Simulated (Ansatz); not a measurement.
**How basis sets differ on GeSiNH6 (SMILES [SiH3][N][GeH3])**

GeSiNH6 has 9 atoms, charge 0, and is taken as a doublet. SMILES: `[SiH3][N][GeH3]`. The coordinates come from a PBE0-D4/def2-TZVP relaxation.

Each level gives the dipole moment (D). The values are calculated.

```csv
level,kind,program,value (D),CPU time
UHF/STO-3G,Hartree–Fock,Ansatz,1.26,1.8 s
UHF/3-21G,Hartree–Fock,Ansatz,1.52,3.8 s
UHF/6-31G* (spherical functions),Hartree–Fock,Ansatz,1.31,9.6 s
UHF/def2-SVP,Hartree–Fock,Ansatz,1.25,13 s
```

All-electron rows without a relativistic Hamiltonian named are non-relativistic. The values span 1.25 to 1.52 D. Sets without polarisation functions give poor dipoles. Times are those of the runs behind each value, whatever else they computed, on shared processors of several kinds: orders of magnitude only.

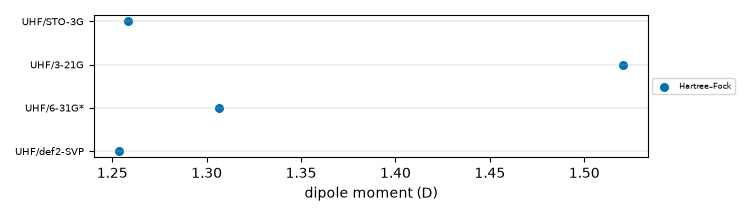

The values of the table, level by level.
